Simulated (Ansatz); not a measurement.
# CH7FOSi2: the cost of one run

Method: RHF/STO-3G, in Ansatz 0.2.0.

## 1. The system as given

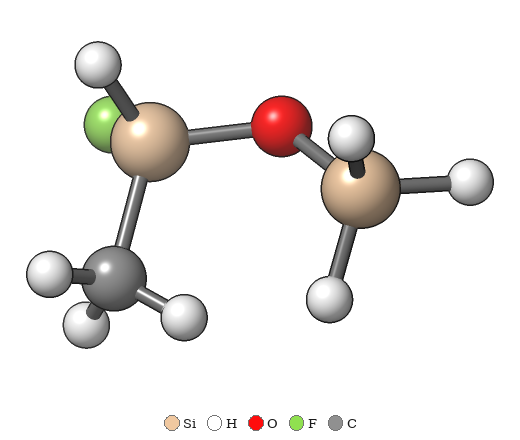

Start, viewed from a chosen angle; silicon light orange, hydrogen white, oxygen red, fluorine green, carbon grey.

Coordinates:

```xyz
12

Si    0.0000    0.0000    0.0000
H     0.0000    0.0000    1.4600
O     1.5842    0.0000   -0.5594
Si    2.4906   -1.3762   -0.8866
H     1.6598   -2.3521   -1.5857
H     3.6318   -1.0202   -1.7249
H     2.9691   -1.9538    0.3660
F    -0.7489    1.2974   -0.5295
C    -0.8808   -1.5259   -0.6227
H    -1.3804   -2.0377    0.2261
H    -1.6409   -1.2332   -1.3768
H    -0.1449   -2.2146   -1.0879
```

## 2. Preparing the start

input.yaml reads:

```yaml
crystal:
  periodic: [false, false, false]
  atoms:
    - { symbol: Si, position_ang: [0.0, 0.0, 0.0] }
    - { symbol: H, position_ang: [0.0, 0.0, 1.46] }
    - { symbol: O, position_ang: [1.5842, 0.0, -0.5594] }
    - { symbol: Si, position_ang: [2.4906, -1.3762, -0.8866] }
    - { symbol: H, position_ang: [1.6598, -2.3521, -1.5857] }
    - { symbol: H, position_ang: [3.6318, -1.0202, -1.7249] }
    - { symbol: H, position_ang: [2.9691, -1.9538, 0.366] }
    - { symbol: F, position_ang: [-0.7489, 1.2974, -0.5295] }
    - { symbol: C, position_ang: [-0.8808, -1.5259, -0.6227] }
    - { symbol: H, position_ang: [-1.3804, -2.0377, 0.2261] }
    - { symbol: H, position_ang: [-1.6409, -1.2332, -1.3768] }
    - { symbol: H, position_ang: [-0.1449, -2.2146, -1.0879] }
basis:
  gaussian: { orbitals: STO-3G }
hamiltonian:
  xc: hf
relax:
  f_tol: 0.02
  max_steps: 40
```

Started as:

```console
$ ansatz run input.yaml --threads 1 --pin off --max-ram 2048MiB --backend cpu --events-out ev --progress --plain --runs-dir out
```

**Question.** How long does this run take on 1 thread of AMD EPYC 9R45 (Zen 5), shared host, and how much memory does it need?

About 9.1 s, with a peak of 0.15 GiB.
